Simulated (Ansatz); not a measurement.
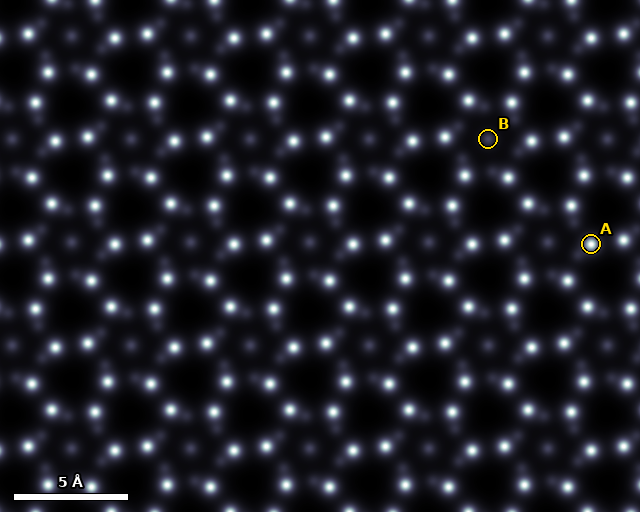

Map of the projected electrostatic potential of Hg$_{6}$PO$_{6}$ (R-3, No. 148) along [001]. Computed as the sum of neutral-atom potentials (tabulated electron scattering factors, B = 0.5 Å²) projected along the beam and smoothed by 0.25 Å; brighter is more positive. Structure used: the end point of a relaxation with Ansatz 0.2.0, DFT, PAW plane waves, r2scan; the starting structure was generated, so it need not be a known form of this composition.

```
O Hg P
1.0
     9.09094    0.00000    0.00000
    -4.54547    7.87299    0.00000
     0.00000    0.00000    8.21453
O Hg P
18 18 3
Direct
  0.52004 0.16581 0.45051
  0.83419 0.35422 0.45051
  0.64578 0.47996 0.45051
  0.47996 0.83419 0.54949
  0.16581 0.64578 0.54949
  0.35422 0.52004 0.54949
  0.18670 0.49915 0.78384
  0.50085 0.68756 0.78384
  0.31244 0.81330 0.78384
  0.14663 0.16752 0.88283
  0.83248 0.97911 0.88283
  0.02089 0.85337 0.88283
  0.85337 0.83248 0.11717
  0.16752 0.02089 0.11717
  0.97911 0.14663 0.11717
  0.81330 0.50085 0.21616
  0.49915 0.31244 0.21616
  0.68756 0.18670 0.21616
  0.24269 0.11131 0.37374
  0.88869 0.13138 0.37374
  0.86862 0.75731 0.37374
  0.75731 0.88869 0.62626
  0.11131 0.86862 0.62626
  0.13138 0.24269 0.62626
  0.90936 0.44465 0.70707
  0.55535 0.46471 0.70707
  0.53529 0.09064 0.70707
  0.42398 0.22202 0.95959
  0.77798 0.20196 0.95959
  0.79804 0.57602 0.95959
  0.57602 0.77798 0.04041
  0.22202 0.79804 0.04041
  0.20196 0.42398 0.04041
  0.09064 0.55535 0.29293
  0.44465 0.53529 0.29293
  0.46471 0.90936 0.29293
  0.00000 0.00000 0.00000
  0.66667 0.33333 0.33333
  0.33333 0.66667 0.66667
```

> Assign the marked columns.

A: Hg (1 Hg per 8.21 Å along the beam; the brightest kind). B: P (1 P per 8.21 Å along the beam; about 30 % of the brightest peak). Brightness is counted from the darkest point of the image.
